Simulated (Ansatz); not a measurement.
## Molecular dynamics of TiH$_{2}$Cl$_{2}$F$_{2}$ (part 3 of 3)

Continued. System: TiH$_{2}$Cl$_{2}$F$_{2}$. Method: RKS B3LYP-D4/def2-SVP (Ansatz 0.2.0). It belongs to a series of runs on one base structure; here: dynamics from the highest image of the converged band.

Geometry of the input (Å):
```
Ti 0.1948  0.2641  -0.0590
F  -0.4665  0.6952  1.8702
Cl 1.8660  0.1341  -1.4577
Cl -1.2306  1.5946  -1.0239
F  -0.3257  -1.3734  0.0917
H  1.4491  0.9382  1.0638
H  0.5920  0.9359  1.7558
```

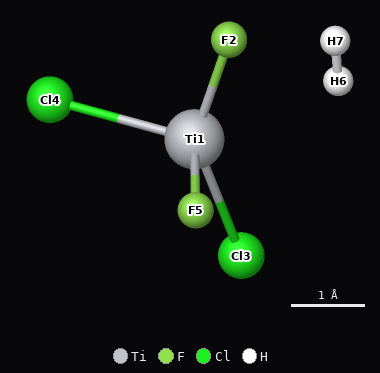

Fig. 1: The geometry at step 104 of the log (ball-and-stick view, seen at a tilt; atoms are numbered from 1 in the order of the input).

```
Total energy: -53619.84413829 eV, -1970.4929272464 hartree
Atom 0 at    -0.035783     0.178281     0.016669 Å, force    -0.093085    -1.161139    -5.699254 eV/Å
Atom 1 at     0.111699     0.640196     1.571645 Å, force     0.336989     1.047688     4.243238 eV/Å
Atom 2 at     1.902542     0.219648    -1.066292 Å, force    -0.358887     0.094591     0.499720 eV/Å
Atom 3 at    -1.344829     1.551121    -1.118877 Å, force     0.172377    -0.193673     0.415150 eV/Å
Atom 4 at    -0.613043    -1.431976    -0.312165 Å, force    -0.054156     0.215090     0.542515 eV/Å
Atom 5 at     4.839664     3.247432     1.255788 Å, force    -0.578593    -0.123202     0.485269 eV/Å
Atom 6 at     5.398276     3.364627     0.784010 Å, force     0.575357     0.120647    -0.486638 eV/Å
Dipole moment:    -0.021884     0.025173     0.252896 e Å
```

### Trajectory as extended XYZ (Å, eV, eV/Å), 28 of the 201 frames kept, from step=0 to step=200
```
7
Properties=species:S:1:pos:R:3:forces:R:3 step=0 time_fs=0.0 energy=-53618.34664 temperature=100.0
Ti    0.1948    0.2641   -0.0590   -0.0012   0.0011  -0.0026
F    -0.4665    0.6952    1.8702   -0.0029  -0.0003   0.0007
Cl    1.8660    0.1341   -1.4577    0.0006  -0.0004   0.0007
Cl   -1.2306    1.5946   -1.0239    0.0002  -0.0007   0.0015
F    -0.3258   -1.3734    0.0917    0.0000  -0.0005   0.0000
H     1.4491    0.9382    1.0638    0.0003  -0.0001   0.0003
H     0.5920    0.9359    1.7558    0.0028   0.0009  -0.0007
7
Properties=species:S:1:pos:R:3:forces:R:3 step=7 time_fs=3.5 energy=-53618.32895 temperature=72.8
Ti    0.1938    0.2611   -0.0589    0.1610   0.7068  -0.3528
F    -0.4611    0.6899    1.8736   -0.4715  -0.1456   0.0798
Cl    1.8708    0.1296   -1.4560   -0.0369   0.0000   0.0314
Cl   -1.2373    1.5969   -1.0250    0.0653  -0.0735   0.0481
F    -0.3226   -1.3579    0.0889   -0.1902  -0.6362   0.0896
H     1.4251    0.9746    1.0534    0.1191  -0.0763  -0.1286
H     0.5669    0.9298    1.7303    0.3532   0.2248   0.2325
7
Properties=species:S:1:pos:R:3:forces:R:3 step=15 time_fs=7.5 energy=-53618.31950 temperature=58.1
Ti    0.1931    0.2599   -0.0598    0.1728   1.3105  -0.4017
F    -0.4579    0.6827    1.8779   -0.1623  -0.0995   0.0124
Cl    1.8762    0.1244   -1.4538   -0.0621  -0.0002   0.0420
Cl   -1.2447    1.5991   -1.0261    0.1350  -0.1470   0.0808
F    -0.3205   -1.3451    0.0863   -0.3404  -1.1459   0.1428
H     1.4142    1.0063    1.0267    0.1470  -0.0524   0.0329
H     0.5813    0.9514    1.7301    0.1099   0.1346   0.0908
7
Properties=species:S:1:pos:R:3:forces:R:3 step=22 time_fs=11.0 energy=-53618.31280 temperature=47.8
Ti    0.1930    0.2622   -0.0616    0.0854   1.4155  -0.2186
F    -0.4563    0.6759    1.8817    0.3358   0.0433  -0.1195
Cl    1.8807    0.1198   -1.4518   -0.0803   0.0042   0.0421
Cl   -1.2507    1.6006   -1.0268    0.1830  -0.1889   0.0923
F    -0.3208   -1.3411    0.0850   -0.3490  -1.1844   0.1320
H     1.4220    1.0276    1.0070    0.0478   0.0088   0.2569
H     0.6090    0.9868    1.7411   -0.2227  -0.0985  -0.1853
7
Properties=species:S:1:pos:R:3:forces:R:3 step=30 time_fs=15.0 energy=-53618.32452 temperature=65.9
Ti    0.1930    0.2689   -0.0643    0.0006   0.9981  -0.0105
F    -0.4522    0.6683    1.8852    0.3664   0.0834  -0.2376
Cl    1.8855    0.1147   -1.4494   -0.1149   0.0240   0.0642
Cl   -1.2568    1.6015   -1.0273    0.2164  -0.2047   0.0944
F    -0.3237   -1.3453    0.0845   -0.2160  -0.7433   0.0713
H     1.4362    1.0527    1.0185   -0.1121   0.0088   0.1989
H     0.6133    1.0143    1.7297   -0.1404  -0.1663  -0.1807
7
Properties=species:S:1:pos:R:3:forces:R:3 step=37 time_fs=18.5 energy=-53618.33574 temperature=83.2
Ti    0.1931    0.2774   -0.0667   -0.1006   0.3491   0.1330
F    -0.4462    0.6622    1.8867    0.0001  -0.0222  -0.2960
Cl    1.8893    0.1102   -1.4470   -0.1482   0.0540   0.1030
Cl   -1.2614    1.6015   -1.0273    0.2277  -0.1953   0.0858
F    -0.3277   -1.3540    0.0846   -0.0318  -0.1284  -0.0037
H     1.4365    1.0754    1.0520   -0.1247  -0.0276  -0.0922
H     0.6007    1.0194    1.6990    0.1775  -0.0296   0.0701
7
Properties=species:S:1:pos:R:3:forces:R:3 step=44 time_fs=22.0 energy=-53618.32596 temperature=68.1
Ti    0.1929    0.2868   -0.0688   -0.3029  -0.3125   0.3264
F    -0.4403    0.6560    1.8864   -0.2688  -0.1314  -0.3496
Cl    1.8926    0.1060   -1.4443   -0.1668   0.0858   0.1363
Cl   -1.2652    1.6009   -1.0271    0.2248  -0.1726   0.0626
F    -0.3319   -1.3635    0.0846    0.1491   0.4684  -0.0844
H     1.4242    1.0954    1.0754    0.0466  -0.0116  -0.3047
H     0.6071    1.0207    1.6754    0.3180   0.0738   0.2133
7
Properties=species:S:1:pos:R:3:forces:R:3 step=52 time_fs=26.0 energy=-53618.32951 temperature=73.6
Ti    0.1917    0.2966   -0.0701   -0.6009  -0.8485   0.6713
F    -0.4352    0.6479    1.8832   -0.0950  -0.1362  -0.4924
Cl    1.8958    0.1014   -1.4406   -0.1697   0.1118   0.1493
Cl   -1.2687    1.5996   -1.0265    0.2061  -0.1404   0.0195
F    -0.3356   -1.3706    0.0839    0.2928   0.9380  -0.1669
H     1.4177    1.1177    1.0624    0.1982   0.0594  -0.1642
H     0.6559    1.0306    1.6743    0.1686   0.0160  -0.0166
7
Properties=species:S:1:pos:R:3:forces:R:3 step=59 time_fs=29.5 energy=-53618.34526 temperature=98.1
Ti    0.1891    0.3030   -0.0695   -0.8289  -1.0662   1.0031
F    -0.4314    0.6399    1.8772    0.1750  -0.1331  -0.7091
Cl    1.8979    0.0979   -1.4368   -0.1676   0.1262   0.1512
Cl   -1.2710    1.5979   -1.0260    0.1809  -0.1162  -0.0251
F    -0.3369   -1.3709    0.0822    0.3380   1.0979  -0.2257
H     1.4342    1.1438    1.0317    0.1260   0.0831   0.2020
H     0.7223    1.0423    1.6712    0.1765   0.0084  -0.3964
7
Properties=species:S:1:pos:R:3:forces:R:3 step=67 time_fs=33.5 energy=-53618.44800 temperature=257.1
Ti    0.1836    0.3071   -0.0657   -1.1517  -1.0437   1.5790
F    -0.4260    0.6296    1.8647    0.1008  -0.3241  -1.2105
Cl    1.8996    0.0943   -1.4319   -0.1501   0.1532   0.1835
Cl   -1.2729    1.5954   -1.0255    0.1554  -0.1126  -0.0839
F    -0.3359   -1.3630    0.0786    0.2872   0.9969  -0.3157
H     1.4731    1.1854    1.0234    0.3139   0.1175   0.2162
H     0.8287    1.0602    1.6134    0.4445   0.2128  -0.3686
7
Properties=species:S:1:pos:R:3:forces:R:3 step=74 time_fs=37.0 energy=-53618.64053 temperature=555.2
Ti    0.1758    0.3080   -0.0582   -1.4986  -0.8550   2.0357
F    -0.4204    0.6185    1.8457    0.1412  -0.4672  -1.8462
Cl    1.9006    0.0918   -1.4270   -0.1289   0.1833   0.2354
Cl   -1.2740    1.5929   -1.0254    0.1170  -0.1131  -0.1412
F    -0.3331   -1.3496    0.0733    0.1370   0.6259  -0.3977
H     1.5554    1.2390    1.0339    1.2442   0.3541  -0.5336
H     0.9666    1.0994    1.5276   -0.0119   0.2720   0.6476
7
Properties=species:S:1:pos:R:3:forces:R:3 step=81 time_fs=40.5 energy=-53618.96874 temperature=1062.5
Ti    0.1644    0.3069   -0.0457   -0.9945  -0.0670   2.4873
F    -0.4138    0.6046    1.8154    0.6254  -0.3319  -2.1890
Cl    1.9011    0.0898   -1.4213   -0.1636   0.1887   0.2795
Cl   -1.2747    1.5900   -1.0257    0.0476  -0.0946  -0.1861
F    -0.3296   -1.3324    0.0656   -0.1141  -0.0390  -0.4160
H     1.7496    1.3248    1.0044   -0.2703  -0.0911   0.2159
H     1.1248    1.1736    1.4916    0.8696   0.4350  -0.1917
7
Properties=species:S:1:pos:R:3:forces:R:3 step=89 time_fs=44.5 energy=-53619.29944 temperature=1574.0
Ti    0.1484    0.3054   -0.0242   -0.5010   0.7112   2.2594
F    -0.4013    0.5864    1.7643    0.9888  -0.1068  -2.0721
Cl    1.9011    0.0884   -1.4135   -0.2147   0.2213   0.4107
Cl   -1.2754    1.5863   -1.0268   -0.0464  -0.0586  -0.2280
F    -0.3265   -1.3134    0.0536   -0.4518  -0.9645  -0.4312
H     1.9696    1.4213    0.9810    0.6219   0.0962  -0.6098
H     1.4006    1.3142    1.4501   -0.3969   0.1012   0.6710
7
Properties=species:S:1:pos:R:3:forces:R:3 step=96 time_fs=48.0 energy=-53619.49970 temperature=1883.4
Ti    0.1330    0.3059    0.0004    0.1707   1.0545   0.9209
F    -0.3842    0.5697    1.7062    0.9138   0.2224  -0.8898
Cl    1.9003    0.0879   -1.4053   -0.2653   0.2545   0.5441
Cl   -1.2761    1.5829   -1.0286   -0.1243  -0.0126  -0.2381
F    -0.3267   -1.3029    0.0402   -0.6814  -1.6146  -0.4275
H     2.1974    1.5085    0.9184   -0.5277  -0.0778   0.3758
H     1.6369    1.4600    1.4632    0.5142   0.1736  -0.2855
7
Properties=species:S:1:pos:R:3:forces:R:3 step=104 time_fs=52.0 energy=-53619.48662 temperature=1862.8
Ti    0.1161    0.3094    0.0307    1.0658   0.5411  -2.3063
F    -0.3581    0.5525    1.6347    0.2606   0.7921   2.1034
Cl    1.8983    0.0884   -1.3937   -0.2824   0.3263   0.7322
Cl   -1.2774    1.5789   -1.0316   -0.1970   0.0533  -0.2207
F    -0.3320   -1.3030    0.0217   -0.7567  -1.7567  -0.4055
H     2.4140    1.6027    0.8750    0.1697  -0.0688  -0.3604
H     1.9502    1.6460    1.4627   -0.2600   0.1128   0.4572
7
Properties=species:S:1:pos:R:3:forces:R:3 step=111 time_fs=55.5 energy=-53619.22589 temperature=1460.0
Ti    0.1040    0.3138    0.0512    1.8542  -0.5920  -6.0532
F    -0.3334    0.5427    1.5858   -0.6297   1.3513   5.6494
Cl    1.8955    0.0900   -1.3809   -0.2425   0.3909   0.8502
Cl   -1.2793    1.5756   -1.0351   -0.2434   0.1143  -0.1896
F    -0.3417   -1.3144    0.0028   -0.6519  -1.2822  -0.3271
H     2.5955    1.6754    0.8224   -0.3388   0.0633   0.4521
H     2.2217    1.8244    1.4888    0.2520  -0.0456  -0.3817
7
Properties=species:S:1:pos:R:3:forces:R:3 step=119 time_fs=59.5 energy=-53619.11213 temperature=1284.6
Ti    0.0957    0.3169    0.0566    1.8531  -1.8159  -7.7488
F    -0.3099    0.5416    1.5725   -0.9269   1.5548   7.1690
Cl    1.8914    0.0934   -1.3628   -0.1845   0.4509   0.9112
Cl   -1.2824    1.5723   -1.0397   -0.2637   0.1597  -0.1655
F    -0.3575   -1.3369   -0.0212   -0.4199  -0.3486  -0.1988
H     2.7731    1.7675    0.8062   -0.0065  -0.0712  -0.1231
H     2.5497    2.0217    1.4845   -0.0516   0.0703   0.1560
7
Properties=species:S:1:pos:R:3:forces:R:3 step=126 time_fs=63.0 energy=-53619.42661 temperature=1770.1
Ti    0.0931    0.3151    0.0417    0.8153  -2.2066  -5.1031
F    -0.2950    0.5508    1.6064   -0.2110   1.1229   4.5332
Cl    1.8871    0.0980   -1.3438   -0.1226   0.4715   0.8609
Cl   -1.2860    1.5700   -1.0444   -0.2486   0.1631  -0.1711
F    -0.3743   -1.3591   -0.0435   -0.1992   0.4602  -0.1227
H     2.9139    1.8430    0.7982   -0.0420   0.1433   0.2902
H     2.8438    2.1995    1.4790    0.0082  -0.1545  -0.2875
7
Properties=species:S:1:pos:R:3:forces:R:3 step=133 time_fs=66.5 energy=-53619.69959 temperature=2192.1
Ti    0.0925    0.3079    0.0144   -0.3478  -2.1162  -1.2330
F    -0.2813    0.5668    1.6679    0.6180   0.5042   0.8224
Cl    1.8825    0.1041   -1.3220   -0.0085   0.4596   0.7125
Cl   -1.2905    1.5682   -1.0497   -0.2179   0.1460  -0.1918
F    -0.3923   -1.3785   -0.0667   -0.0251   1.0228  -0.0951
H     3.0568    1.9326    0.8117    0.0521   0.2429   0.3571
H     3.1318    2.3620    1.4524   -0.0708  -0.2592  -0.3722
7
Properties=species:S:1:pos:R:3:forces:R:3 step=141 time_fs=70.5 energy=-53619.68033 temperature=2162.7
Ti    0.0908    0.2934   -0.0203   -1.1927  -1.7311   1.8650
F    -0.2611    0.5888    1.7443    1.0837  -0.0343  -2.0009
Cl    1.8772    0.1130   -1.2941    0.2197   0.4152   0.4569
Cl   -1.2965    1.5667   -1.0565   -0.1732   0.1124  -0.2065
F    -0.4130   -1.3931   -0.0939    0.0729   1.2561  -0.0919
H     3.2169    2.0481    0.8539    0.0578   0.0732   0.0658
H     3.4615    2.5321    1.3930   -0.0682  -0.0915  -0.0885
7
Properties=species:S:1:pos:R:3:forces:R:3 step=148 time_fs=74.0 energy=-53619.51944 temperature=1914.3
Ti    0.0862    0.2762   -0.0463   -1.5439  -1.1734   3.2803
F    -0.2364    0.6081    1.7991    1.1550  -0.3347  -3.1867
Cl    1.8733    0.1223   -1.2681    0.4672   0.3634   0.2164
Cl   -1.3024    1.5659   -1.0632   -0.1221   0.0664  -0.1955
F    -0.4308   -1.3977   -0.1184    0.0536   1.0968  -0.0921
H     3.3677    2.1557    0.8903    0.2812   0.3648   0.3007
H     3.7377    2.6723    1.3388   -0.2911  -0.3833  -0.3230
7
Properties=species:S:1:pos:R:3:forces:R:3 step=156 time_fs=78.0 energy=-53619.38630 temperature=1708.2
Ti    0.0764    0.2531   -0.0661   -1.6067  -0.2501   3.9974
F    -0.1995    0.6275    1.8376    1.0592  -0.5664  -3.7441
Cl    1.8708    0.1343   -1.2375    0.7015   0.3065   0.0060
Cl   -1.3096    1.5651   -1.0717   -0.0492  -0.0089  -0.1510
F    -0.4508   -1.3949   -0.1470   -0.0934   0.5366  -0.0890
H     3.5539    2.3013    0.9555   -0.0187  -0.0371  -0.0370
H     4.0381    2.8071    1.2502    0.0073   0.0192   0.0178
7
Properties=species:S:1:pos:R:3:forces:R:3 step=163 time_fs=81.5 energy=-53619.36508 temperature=1675.7
Ti    0.0637    0.2321   -0.0731   -1.3876   0.7396   4.1461
F    -0.1601    0.6409    1.8467    0.9049  -0.7153  -3.8787
Cl    1.8711    0.1460   -1.2107    0.7821   0.2641  -0.0757
Cl   -1.3161    1.5645   -1.0796    0.0207  -0.0890  -0.0869
F    -0.4689   -1.3889   -0.1726   -0.3075  -0.1829  -0.0888
H     3.7210    2.4263    1.0040    0.4825   0.4071   0.1280
H     4.2953    2.9252    1.1788   -0.4951  -0.4237  -0.1440
7
Properties=species:S:1:pos:R:3:forces:R:3 step=170 time_fs=85.0 energy=-53619.46861 temperature=1836.0
Ti    0.0475    0.2130   -0.0699   -0.9639   1.6650   3.9346
F    -0.1152    0.6498    1.8317    0.7124  -0.8162  -3.7767
Cl    1.8739    0.1586   -1.1840    0.7067   0.2275  -0.0499
Cl   -1.3225    1.5635   -1.0878    0.0871  -0.1690  -0.0042
F    -0.4889   -1.3840   -0.1988   -0.5296  -0.8931  -0.0914
H     3.9176    2.5786    1.0646   -0.4702  -0.3479  -0.0380
H     4.5216    3.0142    1.0933    0.4576   0.3338   0.0256
7
Properties=species:S:1:pos:R:3:forces:R:3 step=178 time_fs=89.0 energy=-53619.71178 temperature=2212.1
Ti    0.0263    0.1961   -0.0545   -0.4054   2.1801   3.1272
F    -0.0585    0.6538    1.7862    0.4584  -0.8219  -3.2445
Cl    1.8799    0.1738   -1.1538    0.4600   0.1907   0.0826
Cl   -1.3294    1.5617   -1.0972    0.1505  -0.2411   0.1082
F    -0.5158   -1.3851   -0.2294   -0.6527  -1.2970  -0.0649
H     4.1271    2.7370    1.1250    0.6213   0.3591  -0.1264
H     4.7937    3.1295    1.0029   -0.6320  -0.3700   0.1178
7
Properties=species:S:1:pos:R:3:forces:R:3 step=185 time_fs=92.5 energy=-53619.96845 temperature=2608.9
Ti    0.0065    0.1869   -0.0328   -0.0216   1.8257   1.5643
F    -0.0057    0.6519    1.7249    0.2366  -0.6184  -2.0583
Cl    1.8869    0.1879   -1.1270    0.1726   0.1614   0.2416
Cl   -1.3350    1.5593   -1.1050    0.1873  -0.2704   0.2167
F    -0.5436   -1.3944   -0.2566   -0.5670  -1.0907   0.0412
H     4.3534    2.9026    1.1728   -0.5848  -0.2812   0.2162
H     4.9873    3.2018    0.9276    0.5768   0.2737  -0.2217
7
Properties=species:S:1:pos:R:3:forces:R:3 step=193 time_fs=96.5 energy=-53620.06674 temperature=2760.5
Ti   -0.0162    0.1816   -0.0040    0.1311   0.4676  -1.7892
F     0.0564    0.6454    1.6406    0.1233   0.0674   0.7564
Cl    1.8955    0.2046   -1.0954   -0.1424   0.1291   0.4110
Cl   -1.3406    1.5554   -1.1130    0.1974  -0.2524   0.3379
F    -0.5795   -1.4129   -0.2872   -0.3045  -0.4074   0.2866
H     4.5881    3.0770    1.2303    0.6564   0.2228  -0.4064
H     5.2315    3.2985    0.8380   -0.6613  -0.2270   0.4037
7
Properties=species:S:1:pos:R:3:forces:R:3 step=200 time_fs=100.0 energy=-53619.84375 temperature=2416.2
Ti   -0.0358    0.1783    0.0167   -0.0931  -1.1611  -5.6993
F     0.1117    0.6402    1.5716    0.3370   1.0477   4.2432
Cl    1.9025    0.2196   -1.0663   -0.3589   0.0946   0.4997
Cl   -1.3448    1.5511   -1.1189    0.1724  -0.1937   0.4152
F    -0.6130   -1.4320   -0.3122   -0.0542   0.2151   0.5425
H     4.8397    3.2474    1.2558   -0.5786  -0.1232   0.4853
H     5.3983    3.3646    0.7840    0.5754   0.1206  -0.4866
```

### Results in brief

- outcome: finished
- mean temperature over the second half: 1975 K
- trajectory: 200 steps, 100 fs
- ensemble: nve
- temperature in the input: 100.0 K
- time step: 0.5 fs
- potential energy (last step): −53619.8441 eV
- mean-field energy (last step): −53619.5877 eV
- largest force (length of the vector) (last step): 5.817 eV/Å
- hardware: 2 threads of Arm Neoverse V1, 24 GiB of memory available, shared host
- wall time: 13 min (CPU time 25 min)
- peak memory: 0.27 GiB

### Remarks

So short a trajectory is not equilibrated.
